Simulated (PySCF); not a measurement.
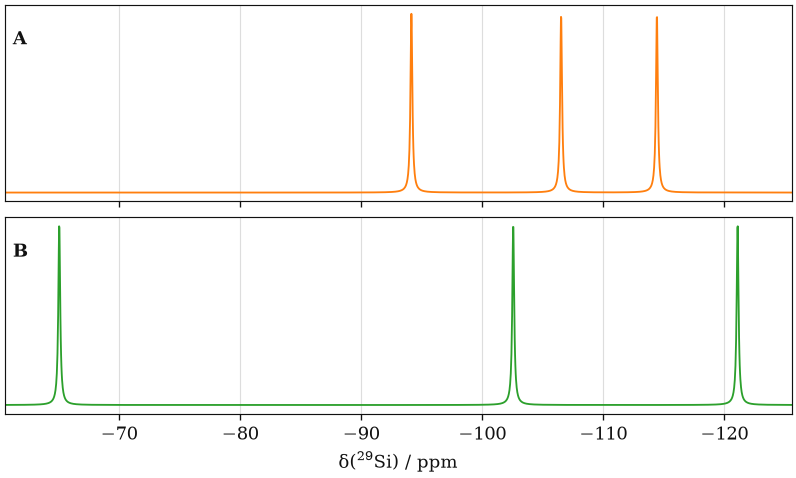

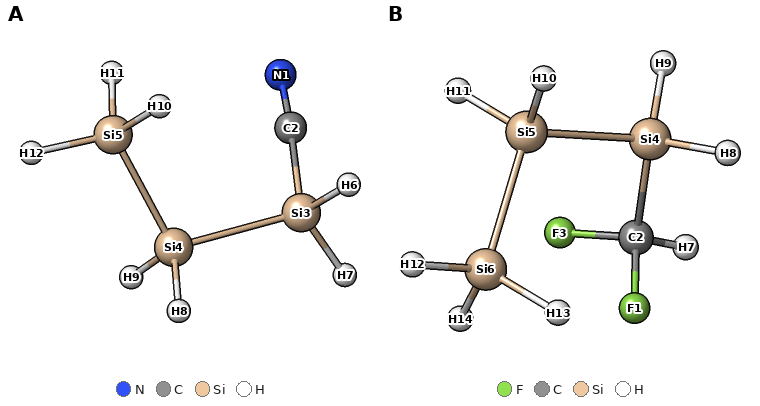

Related molecules: A is CH₇NSi₃, SMILES N#C[SiH2][SiH2][SiH3]; B is CH₈F₂Si₃, SMILES FC(F)[SiH2][SiH2][SiH3]. GIAO ²⁹Si shifts against TMS, PBE0/pcSseg-1, PySCF 2.14.0, at a PBE0-D3(BJ)/def2-SVP geometry (no frequency check); fully decoupled, line heights follow the number of nuclei within a panel, widths are arbitrary (no quadrupolar broadening); values of one conformer, averaged over nuclei that symmetry, rotation about single bonds or inversion at nitrogen exchange, these motions taken as fast; other conformers aren't averaged in.

Question: Assign the ²⁹Si signals of each molecule.

Answer: A: −94.1 (Si3); −106.5 (Si5); −114.4 (Si4)
B: −65.1 (Si4); −102.6 (Si6); −121.1 (Si5)
